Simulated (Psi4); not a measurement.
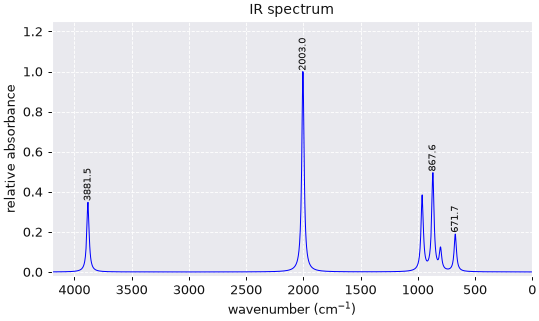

Unscaled harmonic wavenumbers and double-harmonic intensities, PBE0/def2-TZVP (dispersion D4), Psi4, at a geometry relaxed at this level, isolated molecule. Modes within 2 cm⁻¹ of each other count as one line, with their intensities summed. Lorentzian lines of 24 cm⁻¹ full width. Close modes add up in the curve.

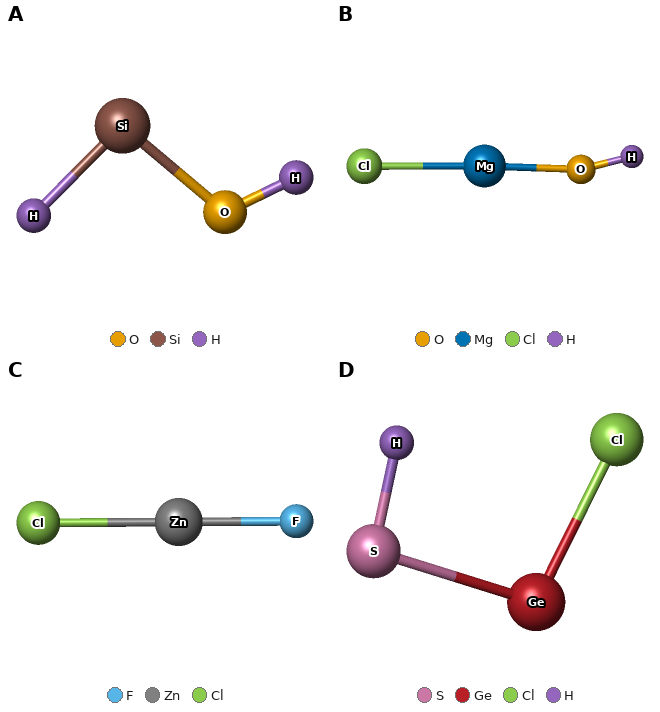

Question: Whose IR spectrum is this? The candidates are drawn in the second picture.

Answer: Structure A, SiH₂O, SMILES O[SiH]. It has its most intense lines at 2003.0, 867.6 and 961.1 cm⁻¹.

Note: closed-shell singlet; other spin states weren't compared here.
